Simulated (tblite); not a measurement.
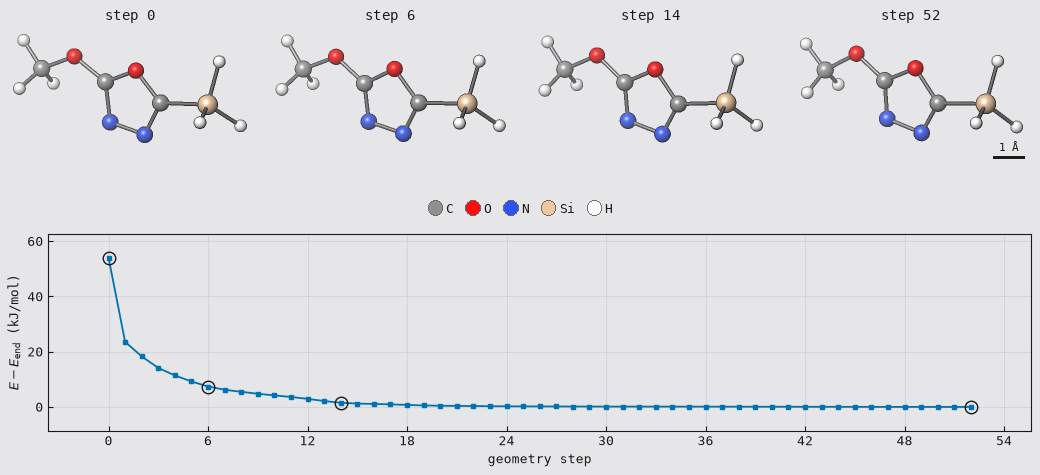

Frames of a relaxation of C₃H₆N₂O₂Si, marked on the history of the run. Style: ball-and-stick. Shown from a free direction.

These are results of tblite, GFN2-xTB geometry optimisation, gas phase, not measurements. 

What happens along the run?

Answer. After 52 geometry steps the energy has fallen by 54.0 kJ/mol. The atom that moves furthest after the best rigid fit is an H atom (0.30 Å). Largest moves by element: H 0.30 Å, N 0.16 Å, C 0.14 Å, O 0.13 Å, Si 0.07 Å. Some distances before and after: C–N 1.361 → 1.294 Å, C–O 1.375 → 1.318 Å, C–N 1.338 → 1.288 Å, C–Si 1.837 → 1.878 Å. Among the angles between lasting bonds that change: C–O–C 124.4° → 114.1°, C–O–C 109.2° → 102.0°, Si–C–O 127.8° → 120.7°. The run took 0.3 s on 1 thread of Intel(R) Xeon(R) Platinum 8488C, on a shared host. From step 0 to 6: an H atom moves most (0.13 Å), energy −46.6 kJ/mol. From step 6 to 14: an H atom moves most (0.14 Å), energy −5.88 kJ/mol. From step 14 to 52: an H atom moves most (0.11 Å), energy −1.51 kJ/mol.

```json
{"step": "0", "E − E(0), kJ/mol": "0.00"}
{"step": "1", "E − E(0), kJ/mol": "-30.46"}
{"step": "2", "E − E(0), kJ/mol": "-35.75"}
{"step": "3", "E − E(0), kJ/mol": "-39.92"}
{"step": "4", "E − E(0), kJ/mol": "-42.64"}
{"step": "5", "E − E(0), kJ/mol": "-44.81"}
{"step": "6", "E − E(0), kJ/mol": "-46.65"}
{"step": "7", "E − E(0), kJ/mol": "-47.81"}
{"step": "8", "E − E(0), kJ/mol": "-48.57"}
{"step": "9", "E − E(0), kJ/mol": "-49.26"}
{"step": "10", "E − E(0), kJ/mol": "-49.87"}
{"step": "12", "E − E(0), kJ/mol": "-51.11"}
{"step": "14", "E − E(0), kJ/mol": "-52.53"}
{"step": "17", "E − E(0), kJ/mol": "-53.11"}
{"step": "19", "E − E(0), kJ/mol": "-53.50"}
{"step": "21", "E − E(0), kJ/mol": "-53.67"}
{"step": "23", "E − E(0), kJ/mol": "-53.77"}
{"step": "25", "E − E(0), kJ/mol": "-53.84"}
{"step": "28", "E − E(0), kJ/mol": "-53.89"}
{"step": "30", "E − E(0), kJ/mol": "-53.91"}
{"step": "32", "E − E(0), kJ/mol": "-53.92"}
{"step": "34", "E − E(0), kJ/mol": "-53.93"}
{"step": "37", "E − E(0), kJ/mol": "-53.94"}
{"step": "39", "E − E(0), kJ/mol": "-53.96"}
{"step": "41", "E − E(0), kJ/mol": "-53.98"}
{"step": "43", "E − E(0), kJ/mol": "-53.99"}
{"step": "45", "E − E(0), kJ/mol": "-54.01"}
{"step": "48", "E − E(0), kJ/mol": "-54.03"}
{"step": "50", "E − E(0), kJ/mol": "-54.04"}
{"step": "52", "E − E(0), kJ/mol": "-54.04"}
```
